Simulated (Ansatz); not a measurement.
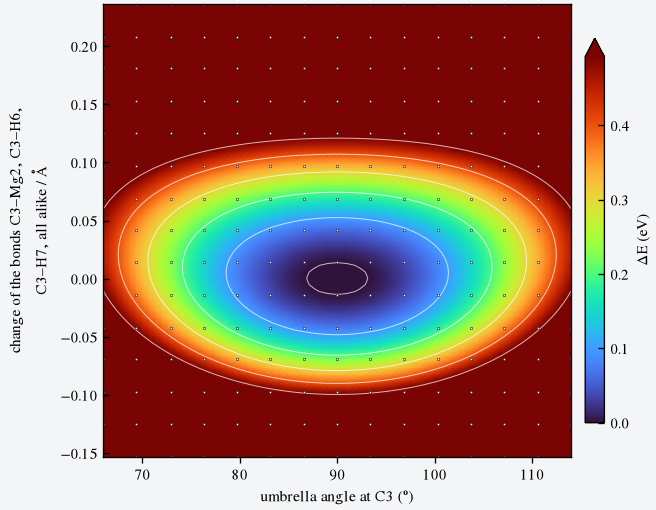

CH4BMg, SMILES [BH2][Mg][CH2-], charge −1. Coordinates scanned: (1) umbrella angle at C3 (between each of its bonds and their common axis; 90 is planar); (2) change of the bonds C3–Mg2, C3–H6, C3–H7, all alike. Nothing is relaxed (all other coordinates rigid). The grid has 15 × 15 points; 190 points were computed and 35 follow by symmetry. Points are written as (first, second). Energies are in eV, from the lowest grid point. The calculation used RHF/def2-TZVPD in Ansatz 0.2.0.

The picture shows a smooth colour map with a few white contour lines, dots at the grid points, one colour for all values above the top of the scale. Between grid points the surface is interpolated.

> Estimate the position of the minimum and the force constants in these coordinates.

The interpolated minimum is at the first coordinate ≈ 90.0°, the second coordinate ≈ 0.000 Å. The curvatures there are about 5.4 eV/rad² and 86 eV/Å², with a cross term of about 0 eV/(rad·Å). Round the minimum the two coordinates are nearly uncoupled.
